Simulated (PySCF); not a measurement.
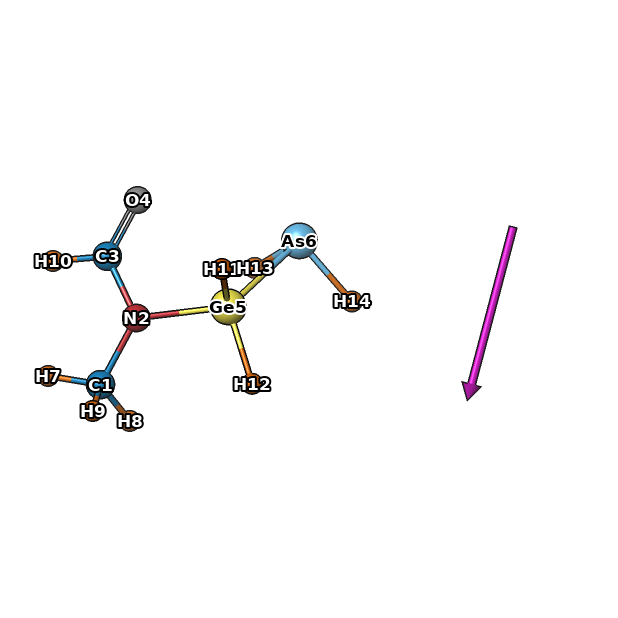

The arrow beside the molecule shows the direction of the dipole moment, from the negative to the positive end (its length means nothing). The computed structure is the end point of a PBE0-D3(BJ)/def2-SVP optimisation. No frequency run is at hand to confirm it as a minimum. Level of theory: PBE0/pcSseg-1, gas phase (PySCF 2.14.0).

Q: Estimate the dipole moment.

A: 3.89 D; it points from the side of O4, As6 to the side of H8, H9 (the outermost atoms at the two ends).
